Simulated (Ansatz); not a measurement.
# A hypothetical structure for CdGa2

Starting from a made-up structure for CdGa2, the aim is the relaxed cell, its shortest contacts and, where a second run follows, its electronic structure.

Program: Ansatz 0.2.0. Level of theory: DFT, PBEsol, plane-wave PAW, files of the set soft_1, scalar-relativistic, no spin, cell and ions relaxed at zero pressure; PAW set soft_1. Results are calculated unless marked as measured.

### 1. The structure

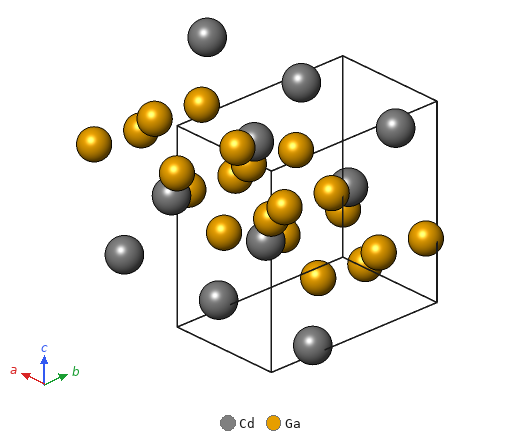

The starting structure, seen from a free direction (cadmium grey, gallium orange). 2×1×1 cells are drawn. This picture shows the conventional cell, with its axes. Some periodic images of atoms are drawn too.

Structure file:

```cif
data_structure
_symmetry_space_group_name_H-M 'Imma'
_symmetry_Int_Tables_number 74
_cell_length_a 4.2520
_cell_length_b 6.9980
_cell_length_c 6.9580
_cell_angle_alpha 90.000
_cell_angle_beta 90.000
_cell_angle_gamma 90.000
_cell_volume 207.04
loop_
_atom_site_label
_atom_site_type_symbol
_atom_site_symmetry_multiplicity
_atom_site_Wyckoff_symbol
_atom_site_fract_x
_atom_site_fract_y
_atom_site_fract_z
_atom_site_occupancy
Cd1 Cd 4 e 0.50000 0.25000 0.45310 1
Ga1 Ga 8 h 0.00000 0.93280 0.34120 1
```

### 2. Relaxing cell and atoms

The guessed cell has no reason to be at equilibrium. It is relaxed with the atoms, within the space group of the guess.

Contents of input.yaml:

```yaml
crystal:
  lattice:
    - [-2.126, 3.499, 3.479]
    - [2.126, -3.499, 3.479]
    - [2.126, 3.499, -3.479]
  atoms:
    - { symbol: Cd, position: [0.7031, 0.9531, 0.75] }
    - { symbol: Cd, position: [0.2969, 0.0469, 0.25] }
    - { symbol: Ga, position: [0.274, 0.3412, 0.9328] }
    - { symbol: Ga, position: [0.9084, 0.3412, 0.5672] }
    - { symbol: Ga, position: [0.726, 0.6588, 0.0672] }
    - { symbol: Ga, position: [0.0916, 0.6588, 0.4328] }
kpoints:
  mp_grid: { grid: [7, 7, 7] }
scf:
  occupations: { method: fermi_dirac, width: 0.05 }
hamiltonian:
  xc: pbesol
  pseudopotentials: { kind: paw, azcp: { folder: soft_1 }, xc_functional: pbe }
relax:
  f_tol: 0.015
  max_steps: 70
  cell: {}
output:
  forces: true
  stress: true
```

Started as:

```
ansatz run input.yaml --threads 4 --pin off --max-ram 10240MiB --backend cpu --events-out ev --progress --plain --runs-dir out
```

Numbers of over 12 decimals in the logs are rounded to 6 here.

The log of the run:

```text
Engine: ansatz 0.2.0, x86_64-unknown-linux-gnu
Pseudopotentials: kind: paw
Pseudopotential: Cd, paw, valence charge 20, recommended cutoff 420 eV (normal), soft_1/Cd.paw.azcp
Pseudopotential: Ga, paw, valence charge 13, recommended cutoff 420 eV (normal), soft_1/Ga.paw.azcp
Functional definition: PBEsol
  exchange = pbesol_x
  correlation = pbesol_c
Crystal: 6 atoms, lattice volume = 103.519 Å³
Basis set: ecut = 420 eV, 2007 PW (Γ), exchange–correlation on 72×72×72 points (8 copies of the dense FFT grid, shifted against one another)
Bands: 56, of which v1, the nominal top of the filled ones, is band 46 counted from 1 (45 counted from 0)
Symmetry: 8 space group operations
Space group: Imma (ITA 74), of the structure as read, at distance tolerance 4.7e-5 Å
k-points: 64 of 343
Non-local potential: Cd, projectors of the file, l = 0: 3, l = 1: 2, l = 2: 2, l = 3: 1
Non-local potential: Ga, projectors of the file, l = 0: 2, l = 1: 2, l = 2: 3, l = 3: 1
PAW form: soft (Blöchl's): semilocal exchange-correlation on the pseudo side does not see the compensation charge
PAW frozen core: Cd, regenerated for the run's functional, and the local potential with it (the file was generated under x = pbe(κ = 0.804, μ = 0.219515), c = pbe(β = 0.066725))
PAW frozen core: Ga, regenerated for the run's functional, and the local potential with it (the file was generated under x = pbe(κ = 0.804, μ = 0.219515), c = pbe(β = 0.066725))
PAW one-centre angular grid: Cd, 590 points (default); XC on 64 Gauss nodes
PAW one-centre angular grid: Ga, 590 points (default); XC on 64 Gauss nodes
Initial density: superposition of atomic densities (chi_scale 0.1, normalization cell, long waves kept (reshape's long-wave potential 0.00 eV rms))
Initial wavefunctions: pseudopotential atomic-orbital guess
Functional: x = pbesol(κ = 0.804, μ = 0.123457), c = pbesol(β = 0.046)
SCF iter   1: F=—  HF=-31340.336901 eV  |F-HF|=—  |Δ(HF+E_count)|=         —  Δρ=3.46e-2  dr2=1.80e0  ethr=3.10e-3  ⟨swp⟩=5.4  Hψ=11466  notcnv=0  defer=13
preconditioner: auto → Kerker (q_TF=auto, 2.675 Å⁻¹)  [metal: Δε(μ)=0.034 eV  Ē_g=15.034 eV  σ=0.050 eV  W_gap=0.17  n_scr=36 (ndim 8)  ℏωp=31.8 eV  f_vac=0.000  D(μ)=1.97/eV (n_scr^D=16)]
SCF iter   2: F=—  HF=-31340.011327 eV  |F-HF|=—  |Δ(HF+E_count)|=   3.26e-1  Δρ=2.12e-2  dr2=6.92e-1  ethr=1.95e-3  ⟨swp⟩=2.9  Hψ=6925  notcnv=0  defer=173
SCF iter   3: F=—  HF=-31339.903419 eV  |F-HF|=—  |Δ(HF+E_count)|=   1.08e-1  Δρ=8.52e-3  dr2=1.31e-1  ethr=7.52e-4  ⟨swp⟩=2.1  Hψ=6314  notcnv=0  defer=173
SCF iter   4: F=—  HF=-31339.843196 eV  |F-HF|=—  |Δ(HF+E_count)|=   6.02e-2  Δρ=3.02e-3  dr2=1.35e-2  ethr=1.42e-4  ⟨swp⟩=2.0  Hψ=7055  notcnv=0  defer=172
SCF iter   5: F=—  HF=-31339.840960 eV  |F-HF|=—  |Δ(HF+E_count)|=   2.24e-3  Δρ=1.25e-3  dr2=1.67e-3  ethr=1.47e-5  ⟨swp⟩=2.6  Hψ=6247  notcnv=0  defer=172
SCF iter   6: F=—  HF=-31339.841187 eV  |F-HF|=—  |Δ(HF+E_count)|=   2.27e-4  Δρ=3.96e-4  dr2=2.09e-4  ethr=1.81e-6  ⟨swp⟩=2.0  Hψ=5844  notcnv=0  defer=172
SCF iter   7: F=—  HF=-31339.841158 eV  |F-HF|=—  |Δ(HF+E_count)|=   2.88e-5  Δρ=6.54e-5  dr2=7.23e-6  ethr=2.27e-7  ⟨swp⟩=2.4  Hψ=4640  notcnv=0  defer=172
SCF iter   8: F=—  HF=-31339.841127 eV  |F-HF|=—  |Δ(HF+E_count)|=   3.19e-5  Δρ=2.99e-5  dr2=1.64e-6  ethr=7.85e-9  ⟨swp⟩=2.0  Hψ=5849  notcnv=0  defer=172
SCF iter   9: F=-31339.841126 eV  HF=-31339.841126 eV  |F-HF|=2.40e-8  |Δ(HF+E_count)|=   3.35e-7  Δρ=7.41e-6  dr2=6.36e-8  ethr=1.09e-10  ⟨swp⟩=3.0  Hψ=13514  notcnv=0
SCF 1 converged in 9 iterations: F = -31339.841126 eV  dr2 = 6.36e-8
  greatest PAW one-centre occupation: 1.000 electrons in one spin orbital (limit 2), on the Cd atom at site 1 (counted from 0), in its partial waves of l = 0
relax step   1: F+E_penalty+E_count = -31339.84112619 eV  Δ(F+E_penalty+E_count) = +0.000e0 eV  max|allowed force component| = 8.998e-1 eV/Å  Δτ_max = 0.0000 Å  P = +12.562 GPa  Ω = 103.519 Å³  (9 SCF iters, dr2 threshold 1.00e-7 eV, accepted)
[... from here on, the SCF cycles and remarks between the steps are left out ...]
relax step   2: F+E_penalty+E_count = -31340.54732340 eV  Δ(F+E_penalty+E_count) = -7.062e-1 eV  max|allowed force component| = 1.673e-1 eV/Å  Δτ_max = 0.1717 Å  P = +1.475 GPa  Ω = 116.625 Å³  energy of the carried Pulay correction = -2.830e-3 eV  (8 SCF iters, dr2 threshold 6.00e-7 eV, accepted)
relax step   3: F+E_penalty+E_count = -31340.58504311 eV  Δ(F+E_penalty+E_count) = -3.772e-2 eV  max|allowed force component| = 8.173e-2 eV/Å  Δτ_max = 0.0394 Å  P = +0.398 GPa  Ω = 118.520 Å³  energy of the carried Pulay correction = -3.212e-3 eV  (6 SCF iters, dr2 threshold 6.00e-7 eV, accepted)
relax step   4: F+E_penalty+E_count = -31340.60982171 eV  Δ(F+E_penalty+E_count) = -2.478e-2 eV  max|allowed force component| = 3.599e-2 eV/Å  Δτ_max = 0.0500 Å  P = -0.215 GPa  Ω = 119.597 Å³  energy of the carried Pulay correction = -3.426e-3 eV  (6 SCF iters, dr2 threshold 6.00e-7 eV, accepted)
relax step   5: F+E_penalty+E_count = -31340.63313793 eV  Δ(F+E_penalty+E_count) = -2.332e-2 eV  max|allowed force component| = 1.231e-1 eV/Å  Δτ_max = 0.0627 Å  P = -0.450 GPa  Ω = 119.385 Å³  energy of the carried Pulay correction = -3.384e-3 eV  (7 SCF iters, dr2 threshold 6.00e-7 eV, accepted)
relax step   6: F+E_penalty+E_count = -31340.64155324 eV  Δ(F+E_penalty+E_count) = -8.415e-3 eV  max|allowed force component| = 4.504e-2 eV/Å  Δτ_max = 0.0354 Å  P = -0.247 GPa  Ω = 118.979 Å³  energy of the carried Pulay correction = -3.303e-3 eV  (5 SCF iters, dr2 threshold 6.00e-7 eV, accepted)
relax step   7: F+E_penalty+E_count = -31340.64648846 eV  Δ(F+E_penalty+E_count) = -4.935e-3 eV  max|allowed force component| = 2.130e-2 eV/Å  Δτ_max = 0.0178 Å  P = -0.094 GPa  Ω = 118.263 Å³  energy of the carried Pulay correction = -3.160e-3 eV  (5 SCF iters, dr2 threshold 6.00e-7 eV, accepted)
relax step   8: F+E_penalty+E_count = -31340.64706880 eV  Δ(F+E_penalty+E_count) = -5.803e-4 eV  max|allowed force component| = 4.303e-3 eV/Å  Δτ_max = 0.0039 Å  P = +0.066 GPa  Ω = 118.046 Å³  energy of the carried Pulay correction = -3.117e-3 eV  (5 SCF iters, dr2 threshold 2.63e-7 eV, accepted)
relax step   9: F+E_penalty+E_count = -31340.64713960 eV  Δ(F+E_penalty+E_count) = -7.080e-5 eV  max|allowed force component| = 1.506e-3 eV/Å  Δτ_max = 0.0027 Å  P = -0.006 GPa  Ω = 118.164 Å³  energy of the carried Pulay correction = -3.141e-3 eV  (5 SCF iters, dr2 threshold 5.41e-8 eV, accepted)
relax step  10: F+E_penalty+E_count = -31340.65360297 eV  Δ(F+E_penalty+E_count) = -6.463e-3 eV  max|allowed force component| = 1.309e-3 eV/Å  Δτ_max = 0.0000 Å  P = +0.097 GPa  Ω = 118.164 Å³  stress off target by 2.76e-1 GPa  SCF on the basis re-selected at this cell (its energy is not comparable with the rows above)  (7 SCF iters)
relax step  11: F+E_penalty+E_count = -31340.65400387 eV  Δ(F+E_penalty+E_count) = -4.009e-4 eV  max|allowed force component| = 1.251e-3 eV/Å  Δτ_max = 0.0023 Å  P = -0.001 GPa  Ω = 118.323 Å³  energy of the carried Pulay correction = -2.900e-5 eV  (5 SCF iters, dr2 threshold 1.90e-7 eV, accepted)
relax step  12: F+E_penalty+E_count = -31340.65403450 eV  Δ(F+E_penalty+E_count) = -3.063e-5 eV  max|allowed force component| = 1.240e-3 eV/Å  Δτ_max = 0.0000 Å  P = -0.001 GPa  Ω = 118.323 Å³  stress off target by 1.46e-2 GPa  SCF on the basis re-selected at this cell (its energy is not comparable with the rows above)  (7 SCF iters)
basis re-selected at this cell: Δ(F+E_penalty+E_count) = -3.063e-5 eV, ΔP = -0.000 GPa vs the last step (what re-selecting the basis moved, of the pressure what is left beyond the Pulay correction that the steps carried, after the strain that the cell walked since its last selection, with what the two solves' SCF thresholds leave and, on support functions, any second-order correction that the steps lacked; it is no m [...]
SCF converged after 7 iterations
Free energy (F): -31340.654035 eV
Harris-Foulkes:  -31340.654035 eV  (|F-HF|=1.09e-11)
Internal energy: -31340.636176 eV  (E = F + TS)
E sigma→0 (E₀):  -31340.645105 eV
Entropy (-TS):   -0.017859 eV (-2.976 meV/atom)
Fermi energy:    11.368646 eV
--- Per-component energies (eV) ---
  E_band       = -970.669806
  E_kinetic    = 1329.425936
  E_local      = -11256.458193  (includes V_loc(G=0)·N_el)
  E_nonlocal   = -137.841342
  E_hartree    = 6208.657342
  E_xc         = -565.835237
  E_vxc        = -619.549502  (∫ρ·V_xc dr)
  E_paw        = -15846.095031  (= ΣΔE_a)
  E_vpaw       = -2703.561246  (= ΣTr[D̂ρ^β])
  E_aug_tail   = -0.000155  (compensation charges beyond the density's cutoff)
  E_ewald      = -11076.625333
  E_core_change = 4.135838  (= ΣΔE_core)
  E_smearing   = -0.017859  (= −TS)
  E_closure    = -0.000000  (closes the sum)
  Σ components = -31340.654035   (vs F -31340.654035, Δ=0.00e0)
--- Forces (eV/Å), atoms counted from 1 ---
  atom   1  Cd     0.00000000     0.00000000    -0.00123985
  atom   2  Cd     0.00000000     0.00000000     0.00123985
  atom   3  Ga     0.00000000     0.00038561     0.00104594
  atom   4  Ga     0.00000000    -0.00038561     0.00104594
  atom   5  Ga     0.00000000    -0.00038561    -0.00104594
  atom   6  Ga     0.00000000     0.00038561    -0.00104594
  max |Σ_I F_I| component: 2.17e-19 eV/Å
--- Stress (GPa, compression-positive) ---
       -0.009201       0.000000       0.000000
        0.000000      -0.009337       0.000000
        0.000000       0.000000       0.014649
  P = ⅓ Tr σ = -0.0013 GPa (-0.013 kbar)
--- Relaxed structure (10 steps of the walk, 10 accepted, 2 SCFs on fresh bases) ---
  F+E_penalty+E_count = -31340.65403450 eV   max|allowed force component| = 1.240e-3 eV/Å   (the final SCF, on the basis selected at the relaxed cell)
  cell:  # Å, volume = 118.3228 Å³
    - [-2.112114, 3.552205, 3.942694]
    - [2.112114, -3.552205, 3.942694]
    - [2.112114, 3.552205, -3.942694]
  atoms:
    - { symbol: Cd, position: [0.665096, 0.915096, 0.750000] }
    - { symbol: Cd, position: [0.334904, 0.084904, 0.250000] }
    - { symbol: Ga, position: [0.287309, 0.346604, 0.940705] }
    - { symbol: Ga, position: [0.905899, 0.346604, 0.559295] }
    - { symbol: Ga, position: [0.712691, 0.653396, 0.059295] }
    - { symbol: Ga, position: [0.094101, 0.653396, 0.440705] }
```

Run time: 52 s. Hardware: 4 threads of Intel Xeon 6975P-C (Granite Rapids), shared host; peak memory 0.76 GiB; 3.2 min of CPU time.

Step by step:

```tsv
step	energy less that of the first step (eV)	largest force component (eV/Å)	pressure (GPa)	volume (Å³)
1	0.0000	0.8998	12.56	103.52
2	-0.7062	0.1673	1.48	116.63
3	-0.7439	0.0817	0.40	118.52
4	-0.7687	0.0360	-0.22	119.60
5	-0.7920	0.1231	-0.45	119.39
6	-0.8004	0.0450	-0.25	118.98
7	-0.8054	0.0213	-0.09	118.26
8	-0.8059	0.0043	0.07	118.05
9	-0.8060	0.0015	-0.01	118.16
10*	-0.8125	0.0013	0.10	118.16
11	-0.8129	0.0013	0.00	118.32
12*	-0.8129	0.0012	0.00	118.32
```

Relaxation steps marked * repeat the geometry before them on a plane-wave basis chosen anew for their cell, so energy and pressure can jump there.

Forces are held to the 8 operations that the run works with; a distortion that breaks them can't arise in this run.

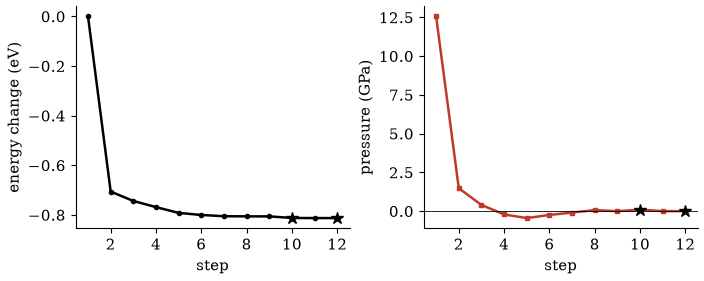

Energy and pressure along the relaxation. Stars mark steps on a basis chosen anew.

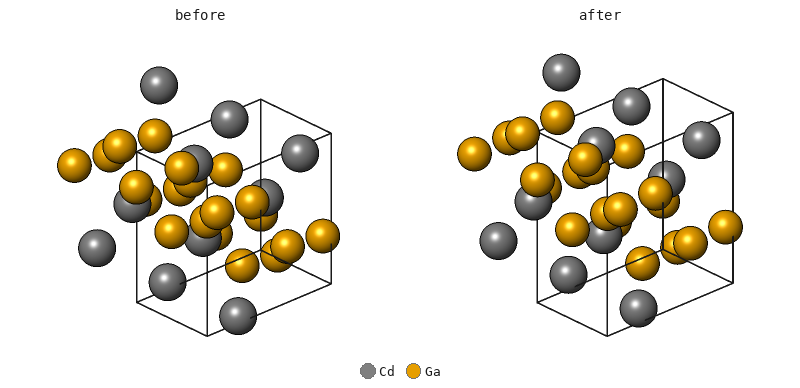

Before and after, at one scale.

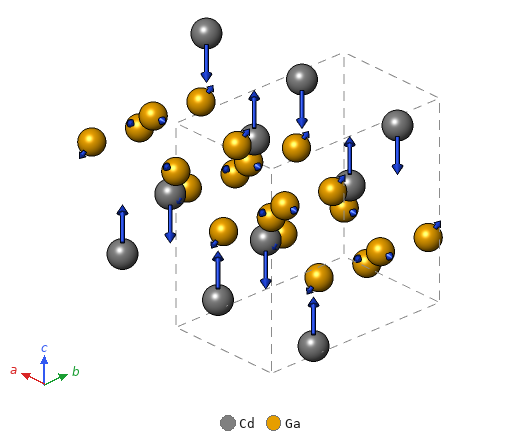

Displacements in the relaxation, exaggerated, measured against the changing cell; the longest in the cell stands for 0.30 Å. 2×1×1 conventional cells are drawn. Some periodic images of atoms are drawn too.

```tsv
cell as run	before	after	change
a (Å)	5.373	5.712	+6.3 %
b (Å)	5.373	5.712	+6.3 %
c (Å)	5.373	5.712	+6.3 %
α (°)	133.38	136.60	+2.4 %
β (°)	98.73	103.09	+4.4 %
γ (°)	99.29	92.70	-6.6 %
volume (Å³/atom)	17.25	19.72	+14.3 %
```

The atoms that moved most (Å, as changes of fractional coordinates times the final cell):

```tsv
atom	dx	dy	dz	length
Cd1	0.000	0.000	-0.300	0.300
Cd2	0.000	0.000	0.300	0.300
Ga5	0.000	-0.056	-0.043	0.070
Ga4	0.000	-0.056	0.043	0.070
Ga3	0.000	0.056	0.043	0.070
Ga6	0.000	0.056	-0.043	0.070
```

Final coordinates:

```xyz
6
Lattice="-2.1121 3.5522 3.9427 2.1121 -3.5522 3.9427 2.1121 3.5522 -3.9427" Properties=species:S:1:pos:R:3 pbc="T T T"
Cd    2.1121    1.7761    3.2732
Cd    0.0000    1.7761    0.6695
Ga    2.1121    3.1309   -1.2096
Ga    0.0000    3.9735    2.7331
Ga    0.0000    0.4213    5.1523
Ga    2.1121   -0.4213    1.2096
```

Numbers from this step:

| Property | Result |
| --- | --- |
| free energy | -31340.6540 eV |
| energy at zero smearing | -31340.6451 eV |
| smearing term TS | 0.01786 eV |
| Fermi energy | 11.37 eV |
| electrons | 92 |
| symmetry operations | 8 |
| pressure | -0.001296 GPa |

The shortest distance of each pair, which need not be the same contact before and after:

```tsv
pair	guess (Å)	relaxed (Å)
Ga–Ga	2.402	2.562
Cd–Ga	2.864	3.014
Cd–Cd	3.537	3.353
```

The relaxation ends with a largest force component of 0.0012 eV/Å and a pressure of 0.00 GPa.

### 3. Results

* space group, relaxed: Imma
* conventional cell: a = 4.224, b = 7.104, c = 7.885 Å; α = 90.0°, β = 90.0°, γ = 90.0°
* volume per atom: 19.72 Å³ (guess 17.25)

What this shows: CdGa2 relaxes to Imma with a = 4.224, b = 7.104 and c = 7.885 Å. The guessed volume was 13 % too small. The space group Imma was held in the relaxation, so the end point is a stationary structure within it and may be a saddle against distortions or other arrangements. Mesh and cutoff weren't tested. No dispersion term is used, so weakly bound directions may come out too long. Nothing here tests whether the compound is stable against decomposition.

[Logs are printed without paths, hosts, clocks, repeated set-up lines and the standing remarks that a program may print on its own settings, such as how far it seeks lower states.]

[Hosts, paths, dates, database ids (printed as entryN), source tags and the programs' standing remarks are cut or masked in the printed files.]
